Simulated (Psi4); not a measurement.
# GaH3O2 (SMILES [OH][GaH][OH]): a chain of runs

Aim: a series of 9 runs (PBE0-D4/def2-TZVP, PBE-D4/def2-TZVPP, r2SCAN-D4/def2-TZVPP, B3LYP-D4/def2-TZVPP, PBE0-D4/def2-TZVPP, wB97M-V/def2-TZVPP, CCSD(T)/def2-TZVPP, MP2/def2-QZVPP) of GaH3O2. 

The calculation is run with Psi4 1.11.

## (1) Starting point

The species is GaH3O2 (6 atoms), meant as a singlet with charge 0. SMILES: `[OH][GaH][OH]`. The run starts from this shape.

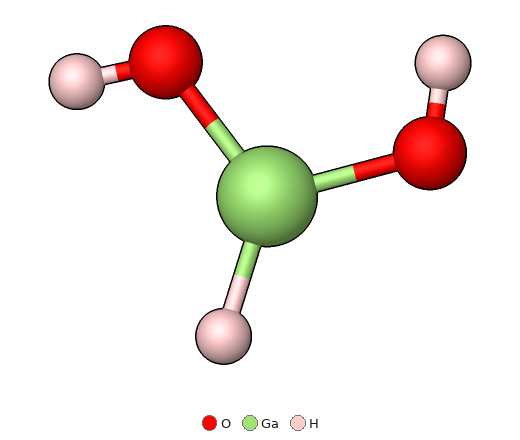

The structure, seen from a chosen angle (oxygen red, gallium green, hydrogen pink).

## (2) A geometry optimisation at PBE0-D4/def2-TZVP (density fitting) (run 2)

calc.inp

```
memory 3300 MB

molecule geom {
  O     -1.246490    -0.645230    -0.339380
  Ga     0.156460     0.450310    -0.196980
  O      1.355780    -0.129100     0.978430
  H     -1.917710    -0.366640    -0.964780
  H      0.358540     1.768050    -0.980940
  H      1.101070    -0.958520     1.390120
  units angstrom
  symmetry c1
}

set basis def2-TZVP
set scf_type df
set geom_maxiter 50
set max_force_g_convergence 0.0002

E = optimize("pbe0-d4")
```

The run is started by

```sh
$ psi4 calc.inp calc.out -n 2
```

calc.out:

```text
[...]
  Running in c1 symmetry.
[...]
  Nuclear repulsion =  198.139219967408337
[...]
  Multiplicity = 1
[...]
  Nalpha       = 25
  Nbeta        = 25
[...]
    Number of basis functions: 128
[...]
   @DF-RKS iter   1: -2074.85003874234098   -1.68319e+00   2.55353e-02 ADIIS/DIIS
[...]
   @DF-RKS iter  12: -2076.81628723818767   -2.50111e-11   9.99787e-09 DIIS
[...]
  @DF-RKS Final Energy: -2076.81628723818767
   => Energetics <=
    Nuclear Repulsion Energy =            198.1392199674083372
    One-Electron Energy =               -3289.0524427750328869
    Two-Electron Energy =                1084.3780841222762774
    DFT Exchange-Correlation Energy =     -70.2786627645612469
    Empirical Dispersion Energy =          -0.0024857882783266
    VV10 Nonlocal Energy =                  0.0000000000000000
    Total Energy =                      -2076.8162872381876696
[...]
 Multipole Moments:
 ------------------------------------------------------------------------------------
     Multipole            Electronic (a.u.)      Nuclear  (a.u.)        Total (a.u.)
 ------------------------------------------------------------------------------------
 L = 1.  Multiply by 2.5417464519 to convert [e a0] to [Debye]
 Dipole X            :          0.5289048           -1.0205562           -0.4916514
 Dipole Y            :          2.0567228           -1.8513600            0.2053628
 Dipole Z            :         -1.0912250            0.6309986           -0.4602264
 Magnitude           :                                                    0.7040620
[...]
  -Total Gradient:
     Atom            X                  Y                   Z
    ------   -----------------  -----------------  -----------------
       1        0.000055998072    -0.000004536627     0.000054117377
       2       -0.000011540924    -0.000034780021    -0.000046366392
       3       -0.000080123690     0.000030479361    -0.000050556819
       4       -0.000065550329    -0.000049363001    -0.000003383380
       5       -0.000005215902    -0.000017293926     0.000031780791
       6        0.000068482731     0.000008804976     0.000036577679
[...]
```

On the terminal:

```text
Optimizer: Optimization complete!
```

It took 14 s on 2 threads of AMD EPYC 7R43 (Zen 3), shared host; peak memory 0.72 GiB.

## (3) The harmonic vibrations at PBE0-D4/def2-TZVP (density fitting) (run 3)

gah3o2.in

```
memory 3300 mb

molecule {
  0 1
  O     -1.246490    -0.645230    -0.339380
  Ga     0.156460     0.450310    -0.196980
  O      1.355780    -0.129100     0.978430
  H     -1.917710    -0.366640    -0.964780
  H      0.358540     1.768050    -0.980940
  H      1.101070    -0.958520     1.390120
  units angstrom
  symmetry c1
}

set {
  basis def2-TZVP
  scf_type df
  rotational_symmetry_number 1
}

e, wfn = freq('pbe0-d4', return_wfn=True)
print_variables()
```

The run is started by

```sh
$ psi4 gah3o2.in gah3o2.out -n 2
```

gah3o2.out:

```text
[...]
  Running in c1 symmetry.
[...]
  Nuclear repulsion =  198.139219967408309
[...]
  Multiplicity = 1
[...]
  Nalpha       = 25
  Nbeta        = 25
[...]
    Number of basis functions: 128
[...]
   @DF-RKS iter   1: -2074.85003874089398   -1.68319e+00   2.55353e-02 ADIIS/DIIS
[...]
   @DF-RKS iter  12: -2076.81628628292037   -2.18279e-11   9.97506e-09 DIIS
[...]
  @DF-RKS Final Energy: -2076.81628628292037
   => Energetics <=
    Nuclear Repulsion Energy =            198.1547317982925733
    One-Electron Energy =               -3289.0822678775462009
    Two-Electron Energy =                1084.3928387634869068
    DFT Exchange-Correlation Energy =     -70.2791029980899680
    Empirical Dispersion Energy =          -0.0024859690638315
    VV10 Nonlocal Energy =                  0.0000000000000000
    Total Energy =                      -2076.8162862829203732
[...]
  -Total Gradient:
     Atom            X                  Y                   Z
    ------   -----------------  -----------------  -----------------
       1        0.000038699197     0.000001229168     0.000063672574
       2        0.000026383571     0.000112585481    -0.000189890326
       3       -0.000245962049    -0.000617447192     0.000325175700
       4       -0.000065545806    -0.000048591038    -0.000004463280
       5       -0.000026631468    -0.000249766216     0.000199929013
       6        0.000234686790     0.000735018289    -0.000371879968
[...]
  ==> Harmonic Vibrational Analysis <==
[...]
  Freq [cm^-1]                 189.8976            349.0960            386.7855
[...]
  IR activ [km/mol]            23.1001             112.8709            140.4652
[...]
  Freq [cm^-1]                 503.7017            573.1639            692.9119
[...]
  IR activ [km/mol]            20.1348             102.9438            45.8296
[...]
  Freq [cm^-1]                 718.7960            822.3939            859.4891
[...]
  IR activ [km/mol]            103.5823            73.3752             119.9400
[...]
  Freq [cm^-1]                2053.4937           3892.8430           3911.8035
[...]
  IR activ [km/mol]            94.3144             58.5186             56.3890
[...]
  Total E_0, Enthalpy at 0 [K]                                                        -2076.78221866 [Eh]
[...]
  Total H, Enthalpy at  298.15 [K]                                                    -2076.77642735 [Eh]
[...]
  Total G, Gibbs energy at  298.15 [K]                                                -2076.80977047 [Eh]
[...]
```

On the terminal:

```text
Warning: used thermodynamics relations inappropriate for low-frequency modes: ['189.8976' '349.0960' '386.7855' '503.7017' '573.1639']
```

Run time: 4.3 min. Hardware: 2 threads of AMD EPYC 7R43 (Zen 3), shared host; peak memory 0.89 GiB.

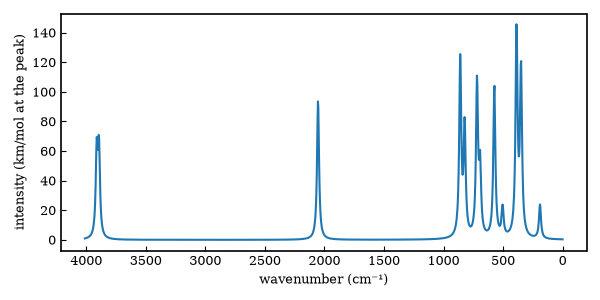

Harmonic infrared spectrum, unscaled, lines broadened by 10 cm⁻¹.

Run 4 isn't shown in full; the table further down has it.

## (4) A single-point energy at r2SCAN-D4/def2-TZVPP (density fitting) (run 5)

input.inp

```
memory 3.3 GB

molecule mol {
  0 1
  O
  Ga 1 R2
  O 2 R3 1 A3
  H 1 R4 2 A4 3 D4
  H 2 R5 3 A5 1 D5
  H 3 R6 2 A6 5 D6

  R2 = 1.785708
  R3 = 1.776421
  A3 = 112.52464
  R4 = 0.958788
  A4 = 115.07267
  D4 = 179.96729
  R5 = 1.546567
  A5 = 121.67478
  D5 = 179.94427
  R6 = 0.960366
  A6 = 112.72324
  D6 = 179.97766
  symmetry c1
}

set {
  basis def2-TZVPP
  scf_type df
  dft_radial_points 99
  dft_spherical_points 590
}

result, w = energy('r2scan-d4', return_wfn=True)
print_variables()
```

The run is started by

```sh
$ psi4 input.inp input.out -n 2
```

input.out:

```text
[...]
  Running in c1 symmetry.
[...]
  Nuclear repulsion =  198.139255190912280
[...]
  Multiplicity = 1
[...]
  Nalpha       = 25
  Nbeta        = 25
[...]
    Number of basis functions: 152
[...]
   @DF-RKS iter   1: -2075.04163003016492   -1.28103e+00   2.20985e-02 ADIIS/DIIS
[...]
   @DF-RKS iter  10: -2077.15132976623909   -1.29138e-07   7.94728e-07 DIIS
[...]
    Orbital Energies [Eh]
    ---------------------
    Doubly Occupied:
       1A   -371.986487     2A    -45.733407     3A    -40.458482
       4A    -40.453586     5A    -40.453212     6A    -18.945629
       7A    -18.942102     8A     -5.445121     9A     -3.717246
      10A     -3.705544    11A     -3.705016    12A     -0.945620
      13A     -0.939123    14A     -0.760561    15A     -0.757811
      16A     -0.757319    17A     -0.752584    18A     -0.745633
      19A     -0.472617    20A     -0.436286    21A     -0.366734
      22A     -0.301670    23A     -0.294985    24A     -0.291138
      25A     -0.271125
[...]
  @DF-RKS Final Energy: -2077.15132976623909
   => Energetics <=
    Nuclear Repulsion Energy =            198.1392551909122801
    One-Electron Energy =               -3289.0168084456522593
    Two-Electron Energy =                1107.0945873908181056
    DFT Exchange-Correlation Energy =     -93.3676928109297819
    Empirical Dispersion Energy =          -0.0006710913870102
    VV10 Nonlocal Energy =                  0.0000000000000000
    Total Energy =                      -2077.1513297662390869
[...]
 Multipole Moments:
 ------------------------------------------------------------------------------------
     Multipole            Electronic (a.u.)      Nuclear  (a.u.)        Total (a.u.)
 ------------------------------------------------------------------------------------
 L = 1.  Multiply by 2.5417464519 to convert [e a0] to [Debye]
 Dipole X            :          0.0017156           -0.0012265            0.0004892
 Dipole Y            :          1.7344640           -1.1425008            0.5919632
 Dipole Z            :          1.5933120           -1.8873034           -0.2939914
 Magnitude           :                                                    0.6609475
[...]
```

Wall time 41 s (2 threads of AMD EPYC 7R43 (Zen 3), shared host); peak memory 1.7 GiB.

Runs 6 to 9 aren't shown in full; the table further down has their settings and results.

## (5) A single-point energy at MP2/def2-QZVPP (density fitting, density fitting for correlation) (run 10)

input.inp

```
memory 3.3 GB

molecule m {
  0 1
  O     -1.246490    -0.645230    -0.339380
  Ga     0.156460     0.450310    -0.196980
  O      1.355780    -0.129100     0.978430
  H     -1.917710    -0.366640    -0.964780
  H      0.358540     1.768050    -0.980940
  H      1.101070    -0.958520     1.390120
  units angstrom
  symmetry c1
}

set basis def2-QZVPP
set reference rhf
set scf_type df
set num_frozen_docc 11

E, wfn = energy('mp2', return_wfn=True)
print_variables()
```

The run is started by

```sh
$ psi4 -i input.inp -o input.out -n 2
```

input.out:

```text
[...]
  Running in c1 symmetry.
[...]
  Nuclear repulsion =  198.139219967408337
[...]
  Multiplicity = 1
[...]
  Nalpha       = 25
  Nbeta        = 25
[...]
    Number of basis functions: 293
[...]
   @DF-RHF iter   1: -2073.19466025884321   -3.12770e+00   1.15571e-02 ADIIS/DIIS
[...]
   @DF-RHF iter  12: -2074.89837543411659   -7.54881e-11   7.04134e-09 DIIS
[...]
    Orbital Energies [Eh]
    ---------------------
    Doubly Occupied:
       1A   -378.819499     2A    -48.168793     3A    -42.499036
       4A    -42.494872     5A    -42.494731     6A    -20.543069
       7A    -20.536458     8A     -6.401805     9A     -4.499335
      10A     -4.492748    11A     -4.492456    12A     -1.317622
      13A     -1.312649    14A     -1.211501    15A     -1.208723
      16A     -1.208335    17A     -1.198473    18A     -1.184299
      19A     -0.679736    20A     -0.648446    21A     -0.561620
      22A     -0.504547    23A     -0.503479    24A     -0.479703
      25A     -0.471448
[...]
  @DF-RHF Final Energy: -2074.89837543411659
   => Energetics <=
    Nuclear Repulsion Energy =            198.1392199674083372
    One-Electron Energy =               -3290.2084200566673644
    Two-Electron Energy =                1017.1708246551426100
    Total Energy =                      -2074.8983754341165877
[...]
 Multipole Moments:
 ------------------------------------------------------------------------------------
     Multipole            Electronic (a.u.)      Nuclear  (a.u.)        Total (a.u.)
 ------------------------------------------------------------------------------------
 L = 1.  Multiply by 2.5417464519 to convert [e a0] to [Debye]
 Dipole X            :          0.5159651           -1.0205562           -0.5045911
 Dipole Y            :          2.1473836           -1.8513600            0.2960236
 Dipole Z            :         -1.1628566            0.6309986           -0.5318580
 Magnitude           :                                                    0.7906422
[...]
```

Wall time 14 s (2 threads of AMD EPYC 7R43 (Zen 3), shared host); peak memory 0.84 GiB.

## (6) All runs side by side

```csv
run,level,task,geom maxiter,energy (Eh),dipole moment (D),HOMO energy (eV),LUMO energy (eV),wall time
2,PBE0-D4/def2-TZVP (density fitting),optimise,50,-2076.816287,1.79,-8.67,-0.52,14 s
3,PBE0-D4/def2-TZVP (density fitting),frequencies,–,-2076.816287,1.79,–,–,4.3 min
4,PBE-D4/def2-TZVPP (density fitting),energy,–,-2076.783714,1.61,-7.01,-1.30,17 s
5,r2SCAN-D4/def2-TZVPP (density fitting),energy,–,-2077.151330,1.68,-7.38,-0.99,41 s
6,B3LYP-D4/def2-TZVPP (density fitting),energy,–,-2077.292183,1.74,-8.41,-0.83,17 s
7,PBE0-D4/def2-TZVPP (density fitting),properties,–,-2076.819738,1.74,-8.68,-0.53,18 s
8,wB97M-V/def2-TZVPP (density fitting),energy,–,-2077.081721,1.77,-11.23,1.11,48 s
9,"CCSD(T)/def2-TZVPP (density fitting, density fitting for correlation)",energy,–,-2075.596721,–,-12.80,2.12,3.3 min
10,"MP2/def2-QZVPP (density fitting, density fitting for correlation)",energy,–,-2075.904840,–,-12.83,1.65,14 s
```

## (7) Results

| quantity | value |
| --- | --- |
| run 10, MP2/def2-QZVPP: total energy | -2075.90484 Eh |
| run 10, MP2/def2-QZVPP: HOMO energy (Hartree–Fock orbitals) | -12.83 eV |
| run 10, MP2/def2-QZVPP: LUMO energy (Hartree–Fock orbitals) | 1.65 eV |
| run 10, MP2/def2-QZVPP: HOMO–LUMO gap (Hartree–Fock orbitals) | 14.48 eV |
| run 10, MP2/def2-QZVPP: correlation energy (11 core orbitals frozen) | -1006.5 mEh |

What this shows: Over runs 2, 3, 4, 5, 6, 7, 8 the dipole moment (its size) runs from 1.61 D (PBE-D4/def2-TZVPP) to 1.79 D (PBE0-D4/def2-TZVP). The two ends differ in method and basis. Over runs 2, 4, 5, 6, 7, 8 the HOMO–LUMO gap runs from 5.71 eV (PBE-D4/def2-TZVPP) to 12.33 eV (wB97M-V/def2-TZVPP). Totals of different functionals can't be ranked against each other. All runs together took 10 min, the longest 4.3 min.
